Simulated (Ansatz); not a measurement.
**C4H9Cl (SMILES CCCCCl): density, localisation and related maps**

The calculation's input:

```
crystal:
  periodic: [false, false, false]
  atoms:
    - {symbol: C, position_ang: [-1.524430, 0.759474, 0.972096]}
    - {symbol: C, position_ang: [-0.619106, 0.408526, -0.195168]}
    - {symbol: C, position_ang: [0.553207, -0.463457, 0.220057]}
    - {symbol: C, position_ang: [1.473763, -0.851547, -0.912843]}
    - {symbol: Cl, position_ang: [2.323229, 0.561515, -1.610028]}
    - {symbol: H, position_ang: [-1.939843, -0.138668, 1.438117]}
    - {symbol: H, position_ang: [-0.976273, 1.307297, 1.743619]}
    - {symbol: H, position_ang: [-2.360814, 1.385098, 0.653498]}
    - {symbol: H, position_ang: [-0.238304, 1.323086, -0.658665]}
    - {symbol: H, position_ang: [-1.195709, -0.111158, -0.969481]}
    - {symbol: H, position_ang: [1.135519, 0.036556, 1.001073]}
    - {symbol: H, position_ang: [0.177604, -1.396009, 0.661207]}
    - {symbol: H, position_ang: [0.925627, -1.313590, -1.734795]}
    - {symbol: H, position_ang: [2.252528, -1.536324, -0.579889]}
basis:
  gaussian: {orbitals: def2-TZVPP}
hamiltonian: {xc: pbe0, dispersion: d4}
output: {orbitals: {seedname: orbitals}}
```

Command:

```sh
ansatz run in.yaml --threads 4 --pin off --events-out ev --progress --plain --max-ram 10444MiB
```

Geometry: PBE0-D4/def2-TZVP.

All numbers below come from RKS PBE0-D4/def2-TZVPP (Ansatz 0.2.0).

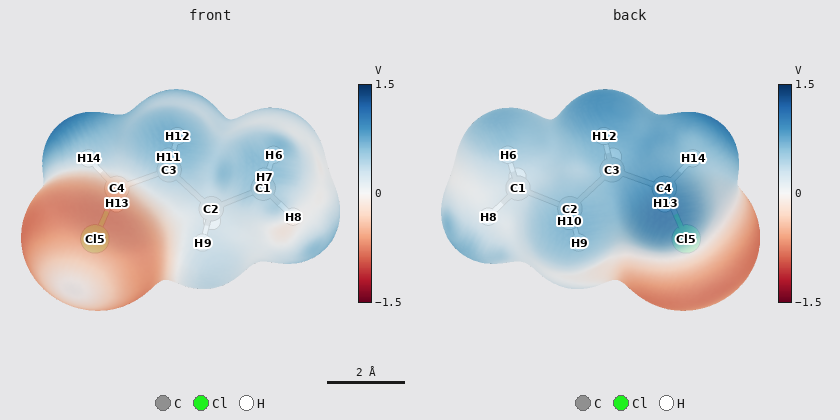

Figure 1. The molecular electrostatic potential painted on the density surface at 0.002 e/bohr³, seen from the front and from behind; the colour scale runs from red (negative) to blue (positive).

> Describe the electrostatic potential map.

The most negative region (about −0.8 V, or −18 kcal/mol for a unit charge) lies over Cl5, the most positive (about +1.0 V, or +23 kcal/mol for a unit charge) over H13 and H14.

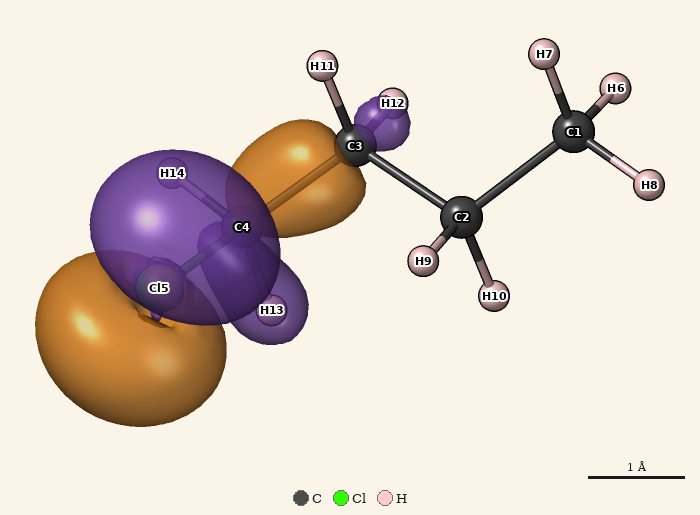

Figure 2. The HOMO−1 at ±0.15 Å⁻³ᐟ² (orange and purple are the two phases), seen at a tilt.

> What is the character of this orbital?

Its weight (Hirshfeld) is mainly on Cl5 (about 80 %) and C4 (about 10 %); largely a lone pair of Cl5. Its energy is −8.31 eV.

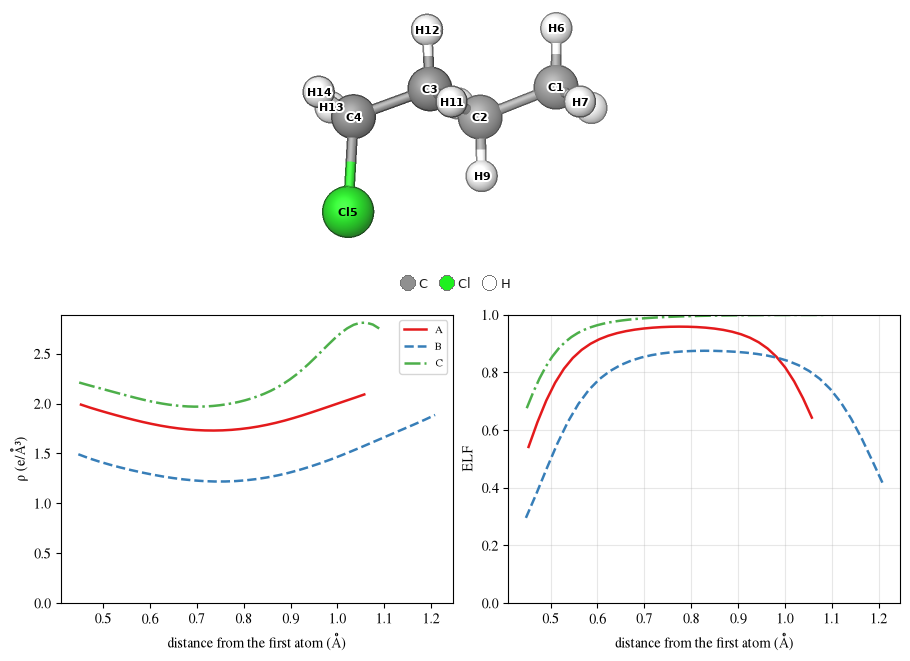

Figure 3. Electron density and electron localisation function along straight lines between neighbouring atoms. The curves leave out the atomic cores. The structure is drawn too.

> Which curve belongs to which contact (C–C, C–Cl and C–H)? The first atom named is at distance zero.

Curve A: C–C (1.51 Å): ρ at the midpoint is about 1.7 e/Å³; the ELF peaks at about 0.95 between the atoms, as expected for localised, covalent bonding. Curve B: C–Cl (1.79 Å): ρ is about 1.3 e/Å³ halfway; the ELF peaks at about 0.90 between the atoms: a covalent bond. Curve C: C–H (1.09 Å): ρ at the midpoint is about 2.1 e/Å³; the ELF climbs to about 1 towards the hydrogen, as it does in any bond to H: an ordinary covalent bond to hydrogen.
